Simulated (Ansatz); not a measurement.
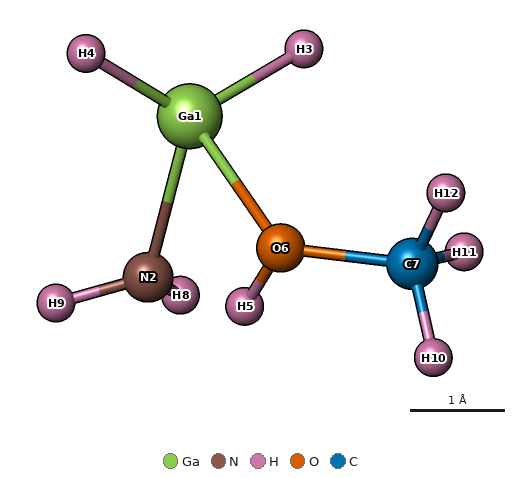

**Figure 1.** The structure as given in the input (ball-and-stick view, seen at an oblique angle; atoms are numbered from 1 in the order of the input). Sticks mark near contacts.

## Nudged elastic band, with input and output: CH$_{8}$GaNO (part 1 of 2)

CH$_{8}$GaNO, computed with RKS revPBE/def2-SVP (Ansatz 0.2.0).

It belongs to a series of runs on one base structure; here: band between the two ends. Figures and captions count atoms from 1; the log counts them from 0 in places.

### Input file
```yaml
crystal:
  periodic: [false, false, false]
  atoms:
    - { symbol: Ga, position_ang: [-1.452197, -0.277413, 0.391578] }
    - { symbol: "N", position_ang: [-0.098405, -1.287915, 1.340671] }
    - { symbol: H, position_ang: [-1.802935, -0.846338, -1.046822] }
    - { symbol: H, position_ang: [-2.337569, 0.691714, 1.269392] }
    - { symbol: H, position_ang: [0.735961, 0.085949, 0.561751] }
    - { symbol: O, position_ang: [0.380172, 0.885539, 0.032815] }
    - { symbol: C, position_ang: [1.040063, 1.035593, -1.227646] }
    - { symbol: H, position_ang: [0.070899, -2.248507, 1.018915] }
    - { symbol: H, position_ang: [-0.174332, -1.320725, 2.364653] }
    - { symbol: H, position_ang: [2.108639, 1.30112, -1.076579] }
    - { symbol: H, position_ang: [0.979803, 0.116883, -1.853741] }
    - { symbol: H, position_ang: [0.550002, 1.8642, -1.774986] }
basis:
  gaussian: { orbitals: def2-SVP }
hamiltonian:
  xc: revpbe
neb:
  order_check: false
  images: 7
  f_tol: 0.05
  max_iterations: 60
  final_atoms:
    - { symbol: Ga, position_ang: [-1.18094054, -0.06314394, 0.11210724] }
    - { symbol: "N", position_ang: [-0.11562092, -1.31041864, 1.53361159] }
    - { symbol: H, position_ang: [-1.6214992, -1.05443091, -1.05455257] }
    - { symbol: H, position_ang: [-2.17082281, 0.73147182, 1.06725246] }
    - { symbol: H, position_ang: [0.81006773, -0.86628091, 1.40710765] }
    - { symbol: O, position_ang: [0.47420526, 0.77361561, -0.15903301] }
    - { symbol: C, position_ang: [0.93832884, 1.22652175, -1.40526589] }
    - { symbol: H, position_ang: [-0.0286683, -2.3079623, 1.2997622] }
    - { symbol: H, position_ang: [-0.38666827, -1.23269323, 2.52263041] }
    - { symbol: H, position_ang: [2.0424157, 1.38966381, -1.36224452] }
    - { symbol: H, position_ang: [0.75224865, 0.5090733, -2.24708524] }
    - { symbol: H, position_ang: [0.48705485, 2.20468365, -1.71428934] }
  initial_path:
    images:
      - { positions_ang: [[-1.452197, -0.277413, 0.391578], [-0.098405, -1.287915, 1.340671], [-1.802935, -0.846338, -1.046822], [-2.337569, 0.691714, 1.269392], [0.735961, 0.085949, 0.561751], [0.380172, 0.885539, 0.032815], [1.040063, 1.035593, -1.227646], [0.070899, -2.248507, 1.018915], [-0.174332, -1.320725, 2.364653], [2.108639, 1.30112, -1.076579], [0.979803, 0.116883, -1.853741], [0.550002, 1.8642, -1.774986]] }
      - { positions_ang: [[-1.51968945, -0.2494761, 0.37663592], [-0.08923602, -1.29642608, 1.33513529], [-1.97559654, -0.85825673, -0.98393967], [-2.33498286, 0.7348596, 1.28080267], [0.67215312, -0.04170459, 0.54171902], [0.34672912, 0.79235283, -0.06510437], [1.07394171, 1.04821958, -1.22972726], [0.10784707, -2.25270084, 1.03496894], [-0.07750153, -1.27088604, 2.34147649], [2.0664445, 1.38225119, -0.97394567], [1.14990601, 0.16629802, -1.85111182], [0.58008587, 1.84556916, -1.80690853]] }
      - { positions_ang: [[-1.58718191, -0.2215392, 0.36169383], [-0.08006704, -1.30493717, 1.32959958], [-2.14825808, -0.87017547, -0.92105733], [-2.33239672, 0.7780052, 1.29221334], [0.60834524, -0.16935818, 0.52168704], [0.31328625, 0.69916666, -0.16302375], [1.10782042, 1.06084616, -1.23180853], [0.14479514, -2.25689467, 1.05102288], [0.01932893, -1.22104707, 2.31829997], [2.02425001, 1.46338239, -0.87131235], [1.32000902, 0.21571304, -1.84848264], [0.61016974, 1.82693831, -1.83883106]] }
      - { positions_ang: [[-1.65467436, -0.1936023, 0.34675175], [-0.07089806, -1.31344825, 1.32406386], [-2.32091962, -0.8820942, -0.858175], [-2.32981058, 0.82115081, 1.30362402], [0.54453736, -0.29701177, 0.50165506], [0.27984337, 0.60598049, -0.26094312], [1.14169912, 1.07347275, -1.23388979], [0.18174322, -2.26108851, 1.06707682], [0.1161594, -1.17120811, 2.29512346], [1.98205551, 1.54451358, -0.76867902], [1.49011202, 0.26512805, -1.84585346], [0.64025361, 1.80830747, -1.87075359]] }
      - { positions_ang: [[-1.72216682, -0.1656654, 0.33180967], [-0.06172908, -1.32195934, 1.31852815], [-2.49358116, -0.89401294, -0.79529266], [-2.32722444, 0.86429641, 1.31503469], [0.48072949, -0.42466536, 0.48162309], [0.2464005, 0.51279432, -0.3588625], [1.17557783, 1.08609933, -1.23597106], [0.21869129, -2.26528235, 1.08313076], [0.21298987, -1.12136914, 2.27194695], [1.93986102, 1.62564477, -0.6660457], [1.66021503, 0.31454307, -1.84322428], [0.67033748, 1.78967662, -1.90267612]] }
      - { positions_ang: [[-1.58686025, -0.14003504, 0.27688406], [-0.07520204, -1.31907416, 1.37229901], [-2.27556067, -0.93411743, -0.86010764], [-2.28812403, 0.83109026, 1.25308913], [0.56306405, -0.53506925, 0.71299423], [0.30335169, 0.57799964, -0.30890513], [1.11626558, 1.12120493, -1.27829476], [0.15685139, -2.27595234, 1.13728862], [0.06307533, -1.14920016, 2.33461781], [1.96549969, 1.56664953, -0.8400954], [1.43322344, 0.36317563, -1.94418952], [0.62451682, 1.89342838, -1.85557942]] }
      - { positions_ang: [[-1.45155368, -0.11440467, 0.22195845], [-0.088675, -1.31618899, 1.42606987], [-2.05754018, -0.97422192, -0.92492261], [-2.24902362, 0.79788411, 1.19114357], [0.64539861, -0.64547314, 0.94436537], [0.36030288, 0.64320496, -0.25894775], [1.05695334, 1.15631054, -1.32061847], [0.0950115, -2.28662232, 1.19144648], [-0.0868392, -1.17703119, 2.39728868], [1.99113836, 1.50765429, -1.01414511], [1.20623184, 0.41180818, -2.04515476], [0.57869617, 1.99718014, -1.80848273]] }
      - { positions_ang: [[-1.31624711, -0.08877431, 0.16703285], [-0.10214796, -1.31330381, 1.47984073], [-1.83951969, -1.01432642, -0.98973759], [-2.20992322, 0.76467797, 1.12919802], [0.72773317, -0.75587703, 1.17573651], [0.41725407, 0.70841029, -0.20899038], [0.99764109, 1.19141614, -1.36294218], [0.0331716, -2.29729231, 1.24560434], [-0.23675374, -1.20486221, 2.45995955], [2.01677703, 1.44865905, -1.18819481], [0.97924025, 0.46044074, -2.14612], [0.53287551, 2.10093189, -1.76138603]] }
      - { positions_ang: [[-1.18094054, -0.06314394, 0.11210724], [-0.11562092, -1.31041864, 1.53361159], [-1.6214992, -1.05443091, -1.05455257], [-2.17082281, 0.73147182, 1.06725246], [0.81006773, -0.86628091, 1.40710765], [0.47420526, 0.77361561, -0.15903301], [0.93832884, 1.22652175, -1.40526589], [-0.0286683, -2.3079623, 1.2997622], [-0.38666827, -1.23269323, 2.52263041], [2.0424157, 1.38966381, -1.36224452], [0.75224865, 0.5090733, -2.24708524], [0.48705485, 2.20468365, -1.71428934]] }
```

Launched with:
```bash
ansatz run input.yaml --threads 2 --pin off --max-ram 3072MiB --backend cpu --events-out ev --progress --plain --runs-dir out
```

### Output
```
Engine: ansatz 0.2.0, aarch64-unknown-linux-gnu
Functional definition: revPBE
  parameter kappa = 1.245
  parameter beta = 0.06672455060314922
  exchange = pbe_x(kappa = kappa, mu = beta*pi^2/3)
  correlation = pbe_c(beta = beta)
1292 factors; their error is unknown
mean field evaluation 1: about -57055.2566 eV, gradient 7.8e1 eV
mean field evaluation 2: about -57007.2647 eV, gradient 1.5e2 eV
mean field evaluation 4: about -57066.8888 eV, gradient 1.3e1 eV
mean field evaluation 8: about -57067.2289 eV, gradient 2.4e-1 eV
mean field evaluation 16: about -57067.1771 eV, gradient 1.8e-3 eV
mean field -57067.17713063 eV, -2097.1800780287 hartree, gradient 7.4e-5 eV, S^2 0.000000; 0 other end points of the search recorded, 0 dependent functions left out
the calculation of the forces begins
reference -57067.17718425 eV, -2097.1800799993 hartree; 30, 30 occupied and 84, 84 virtual orbitals, 1292 factors
1292 factors; their error is unknown
mean field evaluation 32: about -57067.6442 eV, gradient 9.9e-4 eV
mean field -57067.64424717 eV, -2097.1972442448 hartree, gradient 4.1e-5 eV, S^2 0.000000; 0 other end points of the search recorded, 0 dependent functions left out
[... from here on the field's lines of each further geometry are left out, up to the last ...]
NEB iter   1: max|band force component| = 3.174e0 eV/Å  barrier→ = 0.5917 eV  barrier← = 1.0588 eV  Δτ_max = 0.1435 Å  (258 SCF iters)
NEB iter   2: max|band force component| = 1.006e0 eV/Å  barrier→ = 0.2050 eV  barrier← = 0.6722 eV  Δτ_max = 0.2000 Å  (204 SCF iters)
NEB iter   3: max|band force component| = 1.261e0 eV/Å  barrier→ = 0.1309 eV  barrier← = 0.5980 eV  Δτ_max = 0.0996 Å  (211 SCF iters)
NEB iter   4: max|band force component| = 8.600e-1 eV/Å  barrier→ = 0.1135 eV  barrier← = 0.5806 eV  Δτ_max = 0.1000 Å  (206 SCF iters)
NEB iter   5: max|band force component| = 7.331e-1 eV/Å  barrier→ = 0.0948 eV  barrier← = 0.5620 eV  Δτ_max = 0.1000 Å  (205 SCF iters)
NEB iter   6: max|band force component| = 5.381e-1 eV/Å  barrier→ = 0.0550 eV  barrier← = 0.5221 eV  Δτ_max = 0.1007 Å  (206 SCF iters)
NEB iter   7: max|band force component| = 5.495e-1 eV/Å  barrier→ = 0.0436 eV  barrier← = 0.5108 eV  Δτ_max = 0.0500 Å  (205 SCF iters)
NEB iter   8: max|band force component| = 2.947e-1 eV/Å  barrier→ = 0.0366 eV  barrier← = 0.5037 eV  CI = image 2  Δτ_max = 0.0999 Å  (202 SCF iters)
NEB iter   9: max|band force component| = 2.180e-1 eV/Å  barrier→ = 0.0496 eV  barrier← = 0.5167 eV  CI = image 2  Δτ_max = 0.1002 Å  (205 SCF iters)
NEB iter  10: max|band force component| = 2.909e-1 eV/Å  barrier→ = 0.0646 eV  barrier← = 0.5317 eV  CI = image 2  Δτ_max = 0.0501 Å  (205 SCF iters)
NEB iter  11: max|band force component| = 1.953e-1 eV/Å  barrier→ = 0.0662 eV  barrier← = 0.5333 eV  CI = image 2  Δτ_max = 0.0501 Å  (203 SCF iters)
NEB iter  12: max|band force component| = 1.783e-1 eV/Å  barrier→ = 0.0642 eV  barrier← = 0.5313 eV  CI = image 2  Δτ_max = 0.0997 Å  (205 SCF iters)
NEB iter  13: max|band force component| = 4.154e-1 eV/Å  barrier→ = 0.0627 eV  barrier← = 0.5298 eV  CI = image 2  Δτ_max = 0.0501 Å  (205 SCF iters)
NEB iter  14: max|band force component| = 3.018e-1 eV/Å  barrier→ = 0.0581 eV  barrier← = 0.5253 eV  CI = image 2  Δτ_max = 0.0501 Å  (207 SCF iters)
NEB iter  15: max|band force component| = 1.995e-1 eV/Å  barrier→ = 0.0547 eV  barrier← = 0.5218 eV  CI = image 2  Δτ_max = 0.0501 Å  (211 SCF iters)
NEB iter  16: max|band force component| = 1.167e-1 eV/Å  barrier→ = 0.0526 eV  barrier← = 0.5197 eV  CI = image 2  Δτ_max = 0.0485 Å  (206 SCF iters)
NEB iter  17: max|band force component| = 6.726e-2 eV/Å  barrier→ = 0.0514 eV  barrier← = 0.5185 eV  CI = image 2  Δτ_max = 0.0206 Å  (206 SCF iters)
the calculation of the forces begins
reference -57067.64263363 eV, -2097.1971849485 hartree; 30, 30 occupied and 84, 84 virtual orbitals, 1292 factors
1292 factors; their error is unknown
mean field evaluation 1120: about -57014.2920 eV, gradient 1.5e2 eV
mean field -57067.12595006 eV, -2097.1781971775 hartree, gradient 1.8e-5 eV, S^2 0.000000; 1 other end points of the search recorded, 0 dependent functions left out
the calculation of the forces begins
reference -57067.12600270 eV, -2097.1781991119 hartree; 30, 30 occupied and 84, 84 virtual orbitals, 1292 factors
NEB iter  18: max|band force component| = 2.134e-2 eV/Å  barrier→ = 0.0512 eV  barrier← = 0.5183 eV  CI = image 2  Δτ_max = 0.0000 Å  (410 SCF iters)
```
